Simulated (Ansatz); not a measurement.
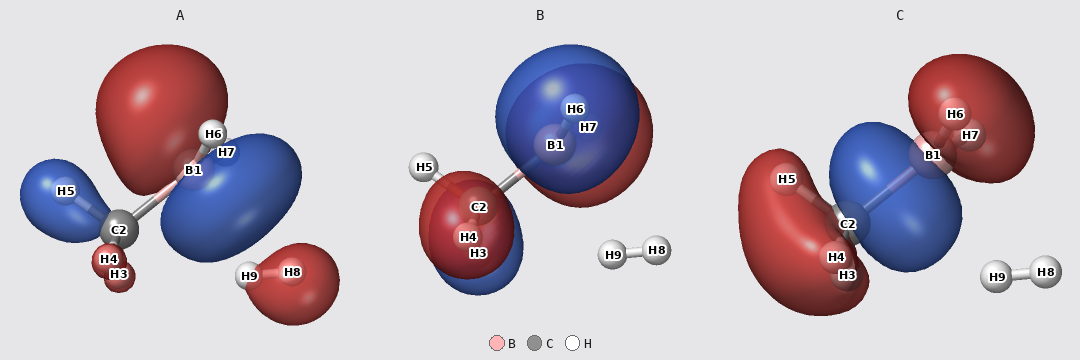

Figure 1: CH₅B···H₂. Three frontier orbitals at ±0.1 Å⁻³ᐟ² (blue and red are the two phases), in no order.

Not at a stationary point (largest force 1.7 eV/Å).

All numbers below come from RKS PBE-D4/def2-mTZVP in Ansatz 0.2.0.

The calculation's input:

```
crystal:
  periodic: [false, false, false]
  atoms:
    - { symbol: B, position_ang: [0.0, 0.0, 0.0] }
    - { symbol: C, position_ang: [0.0, 0.0, 1.95] }
    - { symbol: H, position_ang: [-0.9996, -0.3092, 2.3205] }
    - { symbol: H, position_ang: [0.7676, -0.7111, 2.3205] }
    - { symbol: H, position_ang: [0.232, 1.0203, 2.3205] }
    - { symbol: H, position_ang: [1.0305, 0.0, -0.595] }
    - { symbol: H, position_ang: [-1.0305, 0.0, -0.595] }
    - { symbol: H, position_ang: [-0.1908, -1.4011, 0.4698] }
    - { symbol: H, position_ang: [-0.1595, -1.1709, 1.3616] }
basis:
  gaussian: { orbitals: def2-mTZVP }
hamiltonian:
  xc: pbe
  dispersion: d4
relax:
  f_tol: 0.15
  max_steps: 25
  restrain:
    - { distance: [0, 7], at: 2.39, k: 30.0 }
    - { distance: [8, 1], at: 2.31, k: 30.0 }
    - { distance: [0, 1], at: 1.6, k: 30.0 }
    - { distance: [8, 7], at: 0.66, k: 30.0 }
output:
  orbitals: {}
```

Run with:

```sh
ansatz run input.yaml --threads 1 --pin off --max-ram 2048MiB --backend cpu --events-out ev --progress --plain --runs-dir out
```

The fields are those of the run's last geometry, not of the input's.

### Which picture is the HOMO−1, the HOMO and the LUMO?

C is the HOMO−1 (−7.94 eV). It lies mainly on C2 (about 40 %), B1 (about 30 %), H6 (about 10 %) and H7 (about 10 %). B is the HOMO (−7.61 eV). Its weight (Hirshfeld) is mainly on B1 (about 35 %), H6 (about 20 %), H7 (about 20 %) and C2 (about 10 %). A is the LUMO (−1.88 eV). It lies mainly on B1 (about 60 %), C2 (about 10 %), H6 (about 5 %), H7 (about 5 %) and H8 (about 5 %).

### What is the HOMO–LUMO gap?

5.73 eV between the orbital energies.
